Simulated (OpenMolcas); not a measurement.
**Multiconfigurational calculation for Cr³⁺ complex (part 2 of 2)**

The same run, continued: Cr³⁺ with 6 ligands (S and Cl; tetragonal octahedron, 2.4 Å), neutralised by 6 outer point charges of +1.2 e, whose field is part of the energies. Method: state-averaged CASSCF, active space 3 electrons in the shell 3d, basis ANO-RCC-VTZP on the metal and ANO-RCC-VDZP on the ligands, DKH2 scalar Hamiltonian, spin-orbit coupling by RASSI with atomic mean-field integrals (OpenMolcas).

### Log (extracts), continued
```
--- RASSI ---
SPIN-FREE ENERGIES:
  (Shifted by EMIN (a.u.) =      -3568.3622625925)

 SF State       Relative EMIN(au)   Rel lowest level(eV)    D:o, cm**(-1)

     1             0.0000000000        0.0000000000              0.0000
     2             0.0375552605        1.0219306986           8242.4270
     3             0.0375552605        1.0219306986           8242.4270
     4             0.0489589836        1.3322418138          10745.2549
     5             0.0607814099        1.6539464210          13339.9775
     6             0.0753785243        2.0511541384          16543.6738
     7             0.0753785243        2.0511541384          16543.6738
    11             0.0835043256        2.2722684568          18327.0811
    12             0.0854087995        2.3240918319          18745.0648
    13             0.0866564007        2.3580407910          19018.8816
    14             0.0866564007        2.3580407910          19018.8816
    15             0.0889895578        2.4215292301          19530.9504
    16             0.1093409324        2.9753183434          23997.5608
    17             0.1112465694        3.0271733693          24415.7998
    18             0.1112465699        3.0271733818          24415.7999
    19             0.1137773279        3.0960388163          24971.2371
    20             0.1179496935        3.2095746671          25886.9655
    21             0.1179496935        3.2095746671          25886.9655
    22             0.1224916464        3.3331675011          26883.8089
     8             0.1228383847        3.3426027324          26959.9092
    23             0.1247890077        3.3956818870          27388.0215
    10             0.1307252551        3.5572154094          28690.8772
     9             0.1307252551        3.5572154094          28690.8772
    24             0.1333577631        3.6288496014          29268.6459
    25             0.1336141756        3.6358269403          29324.9219
    26             0.1336141756        3.6358269403          29324.9219
    27             0.1434200804        3.9026592044          31477.0693
    28             0.1441378978        3.9221920100          31634.6120
    29             0.1502195429        4.0876820048          32969.3788
    30             0.1502195437        4.0876820241          32969.3790
    31             0.1529192932        4.1611459527          33561.9055
    32             0.1634395352        4.4474163193          35870.8317
    33             0.1634395352        4.4474163193          35870.8317
    34             0.1738567813        4.7308840283          38157.1530
    35             0.1772661537        4.8236577759          38905.4237
    36             0.1772661537        4.8236577759          38905.4237
    37             0.1902037181        5.1757068386          41744.8909
    38             0.1980184620        5.3883568536          43460.0290
    39             0.2039430712        5.5495736839          44760.3304
    40             0.2051347411        5.5820006718          45021.8717
Eigenvalues of complex Hamiltonian:
   -----------------------------------
  (Shifted by EMIN (a.u.) =      -3568.3622625925)

 SO State       Relative EMIN(au)   Rel lowest level(eV)    D:o, cm**(-1)

     1            -0.0000814289        0.0000000000              0.0000
     2            -0.0000814289        0.0000000000              0.0000
     3            -0.0000749698        0.0001757605              1.4176
     4            -0.0000749698        0.0001757605              1.4176
     5             0.0368641409        1.0053401701           8108.6153
     6             0.0368641409        1.0053401701           8108.6153
     7             0.0373191275        1.0177209853           8208.4733
     8             0.0373191275        1.0177209853           8208.4733
     9             0.0377215677        1.0286719415           8296.7987
    10             0.0377215677        1.0286719415           8296.7987
    11             0.0380967517        1.0388812170           8379.1421
    12             0.0380967517        1.0388812170           8379.1421
    13             0.0488352417        1.3310904158          10735.9682
    14             0.0488352417        1.3310904158          10735.9682
    15             0.0489197314        1.3333894992          10754.5116
    16             0.0489197314        1.3333894992          10754.5116
    17             0.0606993949        1.6539304719          13339.8489
    18             0.0606993949        1.6539304719          13339.8489
    19             0.0607234584        1.6545852726          13345.1302
    20             0.0607234584        1.6545852726          13345.1302
    21             0.0750023498        2.0431337014          16478.9846
    22             0.0750023498        2.0431337014          16478.9846
    23             0.0752490311        2.0498462422          16533.1249
    24             0.0752490311        2.0498462422          16533.1249
    25             0.0754821474        2.0561896603          16584.2880
    26             0.0754821474        2.0561896603          16584.2880
    27             0.0757366449        2.0631148899          16640.1438
    28             0.0757366449        2.0631148899          16640.1438
    29             0.0834198983        2.2721868659          18326.4230
    30             0.0834198983        2.2721868659          18326.4230
    31             0.0852965507        2.3232531791          18738.3006
    32             0.0852965507        2.3232531791          18738.3006
    33             0.0863529526        2.3519993391          18970.1540
    34             0.0863529526        2.3519993391          18970.1540
    35             0.0871385354        2.3733761347          19142.5695
    36             0.0871385354        2.3733761347          19142.5695
    37             0.0889789609        2.4234566654          19546.4962
    38             0.0889789609        2.4234566654          19546.4962
    39             0.1093555609        2.9779321980          24018.6430
    40             0.1093555609        2.9779321980          24018.6430
    41             0.1110341552        3.0236090771          24387.0519
Weights of the five most important spin-orbit-free states for each spin-orbit state.

 SO State  Total energy (au)           Spin-free states, spin, and weights
 -------------------------------------------------------------------------------------------------------
    1        -0.000081       1 1.5  0.9983    2 1.5  0.0007    3 1.5  0.0007   16 0.5  0.0001    4 1.5  0.0001
    2        -0.000081       1 1.5  0.9983    3 1.5  0.0007    2 1.5  0.0007   16 0.5  0.0001    4 1.5  0.0001
    3        -0.000075       1 1.5  0.9986    4 1.5  0.0005    2 1.5  0.0003    3 1.5  0.0003   18 0.5  0.0001
    4        -0.000075       1 1.5  0.9986    4 1.5  0.0005    3 1.5  0.0003    2 1.5  0.0003   17 0.5  0.0001
    5         0.036864       2 1.5  0.4991    3 1.5  0.4991    1 1.5  0.0005    7 1.5  0.0004    6 1.5  0.0004
    6         0.036864       2 1.5  0.4991    3 1.5  0.4991    1 1.5  0.0005    7 1.5  0.0004    6 1.5  0.0004
    7         0.037319       2 1.5  0.4989    3 1.5  0.4989    5 1.5  0.0009    1 1.5  0.0008    4 1.5  0.0000
    8         0.037319       2 1.5  0.4989    3 1.5  0.4989    5 1.5  0.0009    1 1.5  0.0008    4 1.5  0.0000
    9         0.037722       3 1.5  0.4986    2 1.5  0.4986    5 1.5  0.0015    1 1.5  0.0006   11 0.5  0.0003
   10         0.037722       3 1.5  0.4986    2 1.5  0.4986    5 1.5  0.0015    1 1.5  0.0006   11 0.5  0.0003
   11         0.038097       2 1.5  0.4988    3 1.5  0.4988    5 1.5  0.0008   11 0.5  0.0006    7 1.5  0.0004
   12         0.038097       3 1.5  0.4988    2 1.5  0.4988    5 1.5  0.0008   11 0.5  0.0006    7 1.5  0.0004
```

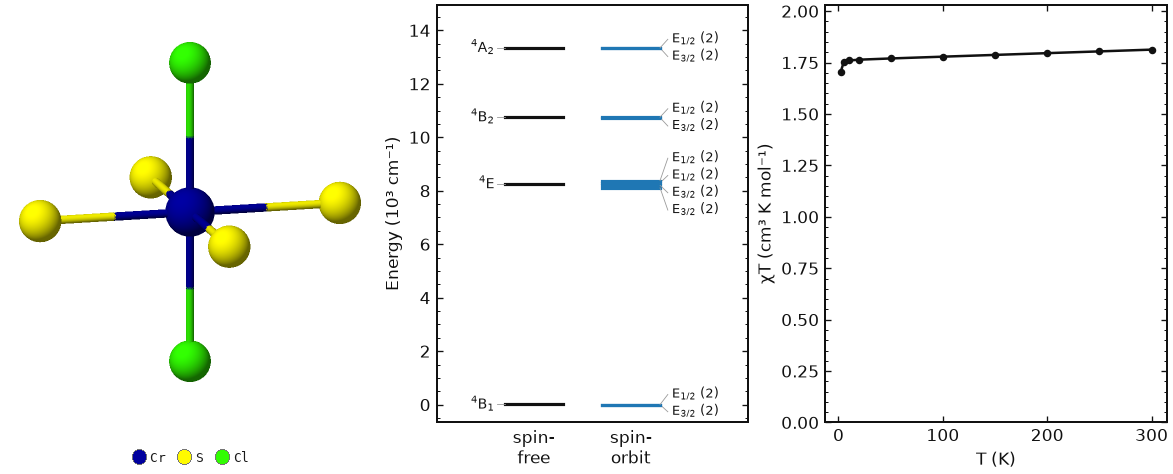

Fig. 1: Cr³⁺ (3d³) with 6 ligands, S²⁻ with axial Cl⁻, at 2.4 Å (arrangement: tetragonal octahedron, D4h), axial distortion 0.99, neutralised by outer point charges of +1.2 e, and its levels and susceptibility. Labels give the representation in O, Td, D4 or D3 as the site allows (double group for half-integer spin) where it could be assigned and, in brackets, the degeneracy; spin-free states, where drawn, share the zero of the spin-orbit levels. Powder susceptibility by Van Vleck's formula. The ground level is E₃/₂, a Kramers doublet, 100 % from states of spin multiplicity 4. Its principal g values are 1.95, 3.87 and 3.87, easy-plane. The next level lies at 1.4 cm⁻¹ (E₁/₂). The lowest spin-free state is ⁴B₁; of the same spin there follow at 8,240 cm⁻¹ (⁴E), 10,700 cm⁻¹ (⁴B₂) and 13,300 cm⁻¹ (⁴A₂) above it. χT is 1.70 cm³ K mol⁻¹ at 2 K and 1.81 at 300 K, an effective moment of 3.81 μB. The active orbitals hold 84 to 96 % metal character (Löwdin), and the Mulliken charge of the metal is +1.22.

Outcome of the run: converged.
